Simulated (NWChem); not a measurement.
**BPH6 (SMILES [BH3-][PH3+]) at PBE0/pcseg-2**

Aim: the vertical ionisation energy of BPH6 at PBE0/pcseg-2, from 2 runs. 

Program for the calculation: NWChem 7.3.0.

### Step 1. The structure to begin with

The species is BPH6 (8 atoms), meant as a singlet with charge 0. As SMILES, `[BH3-][PH3+]`. Geometry: relaxed at PBE0-D4/def2-TZVP.

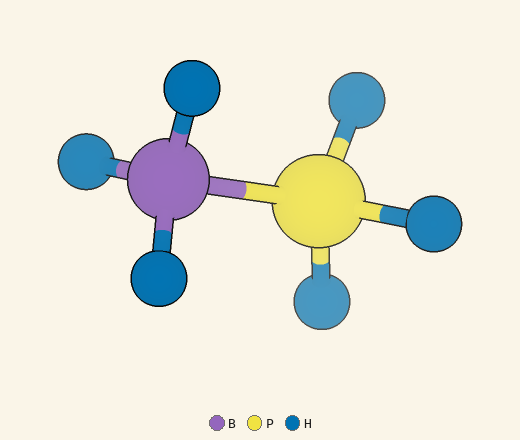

Viewed from a chosen angle; boron purple, phosphorus yellow, hydrogen blue.

### Step 2. A single-point energy at PBE0/pcseg-2

run.nw

```
start run
title "BH6P"
memory stack 880 mb heap 220 mb global 1100 mb

geometry units angstroms noautosym nocenter noautoz
  B       -0.556100       0.227200      -0.914000
  P        0.433900      -0.181600       0.667700
  H       -1.693400       0.343100      -0.520100
  H       -0.367800      -0.730200      -1.628000
  H       -0.055500       1.254200      -1.309900
  H        0.418800       0.755700       1.718800
  H        1.823100      -0.380300       0.547100
  H        0.089200      -1.345200       1.382600
end

basis spherical bse
  * library pcseg-2
end

dft
  xc pbe0
  grid fine
  convergence energy 1e-08
  iterations 100
  mulliken
  print low
end

task dft
```

On the command line:

```bash
$ nwchem run.nw > run.out
```

Log:

```text
[...]
 d= 0,ls=0.0,diis     1   -369.5934388294 -4.29D+02  4.66D-03  3.96D-01     4.0
[...]
 d= 0,ls=0.0,diis     8   -369.6355578398 -8.97D-10  3.77D-07  5.93D-09    27.0
         Total DFT energy =     -369.635557839845
      One electron energy =     -626.425583099619
           Coulomb energy =      226.609820244111
    Exchange-Corr. energy =      -29.364316453532
 Nuclear repulsion energy =       59.544521469194
[...]
      Total Density - Mulliken Population Analysis
     ---------------------------------------------
    Atom       Charge   Shell Charges
 -----------   ------   -------------------------------------------------------
    1 B    5     5.26   2.00  0.46  0.31  0.26  1.13  1.00  0.05  0.01  0.04  0.00
    2 P   15    14.62   2.01  0.42  1.55  0.94  0.55  5.91  0.75  1.94  0.39  0.01  0.16  0.01
    3 H    1     1.04   0.41  0.51  0.10  0.00  0.02  0.00
    4 H    1     1.04   0.41  0.51  0.10  0.00  0.02  0.00
    5 H    1     1.04   0.41  0.51  0.10  0.00  0.02  0.00
    6 H    1     1.00   0.39  0.52  0.06  0.00  0.03  0.00
    7 H    1     1.00   0.39  0.52  0.06  0.00  0.03  0.00
    8 H    1     1.00   0.39  0.52  0.06  0.00  0.03  0.00
[...]
```

Run time: 28 s. Hardware: 1 thread of Intel Xeon 6975P-C (Granite Rapids), shared host; peak memory 0.12 GiB.

### Step 3. The doublet cation, same level

a.nw

```
echo
start a
memory stack 880 mb heap 220 mb global 1100 mb
charge 1

geometry units angstroms noautosym nocenter noautoz
  B       -0.556100       0.227200      -0.914000
  P        0.433900      -0.181600       0.667700
  H       -1.693400       0.343100      -0.520100
  H       -0.367800      -0.730200      -1.628000
  H       -0.055500       1.254200      -1.309900
  H        0.418800       0.755700       1.718800
  H        1.823100      -0.380300       0.547100
  H        0.089200      -1.345200       1.382600
end

basis spherical bse
  B library pcseg-2
  P library pcseg-2
  H library pcseg-2
end

dft
  xc pbe0
  mult 2
  grid fine
  convergence energy 1e-08
  maxiter 100
  mulliken
  print low
end

task dft energy
```

On the command line:

```bash
$ nwchem a.nw > a.out
```

Log:

```text
[...]
 d= 0,ls=0.0,diis     1   -369.1053592262 -4.29D+02  3.90D-03  5.74D-01     5.1
[...]
 d= 0,ls=0.0,diis    19   -369.2317934800 -2.88D-10  1.83D-07  4.14D-11    86.8
[...]
         Total DFT energy =     -369.231793480039
      One electron energy =     -620.063470362291
           Coulomb energy =      220.342085049787
    Exchange-Corr. energy =      -29.054929636729
 Nuclear repulsion energy =       59.544521469194
[...]
      Total Density - Mulliken Population Analysis
     ---------------------------------------------
    Atom       Charge   Shell Charges
 -----------   ------   -------------------------------------------------------
    1 B    5     5.12   2.00  0.51  0.36  0.19  1.09  0.92  0.01  0.01  0.04  0.00
    2 P   15    14.59   2.01  0.42  1.55  0.93  0.53  5.91  0.76  2.01  0.31  0.01  0.13  0.01
    3 H    1     0.87   0.38  0.45  0.01  0.00  0.02  0.00
    4 H    1     0.87   0.38  0.45  0.01  0.00  0.02  0.00
    5 H    1     0.82   0.36  0.43 -0.00  0.00  0.03  0.00
    6 H    1     0.91   0.38  0.47  0.03  0.00  0.03  0.00
    7 H    1     0.91   0.38  0.47  0.03  0.00  0.03  0.00
    8 H    1     0.90   0.38  0.47  0.03  0.00  0.03  0.00
[...]
      <S2> =      0.7578 (Exact =     0.7500)
[...]
```

Run time: 88 s. Hardware: 1 thread of Intel Xeon 6975P-C (Granite Rapids), shared host; peak memory 0.13 GiB.

### Step 4. Results

Level: PBE0/pcseg-2.

| quantity | value |
| --- | --- |
| singlet BPH6: total energy | -369.63556 Eh |
| doublet cation: total energy | -369.23179 Eh |
| doublet cation: ⟨S²⟩ | 0.758 |
| vertical ionisation energy (to the doublet cation) | 10.987 eV |

In words: Removing an electron at fixed nuclei costs 10.99 eV (1060 kJ/mol).
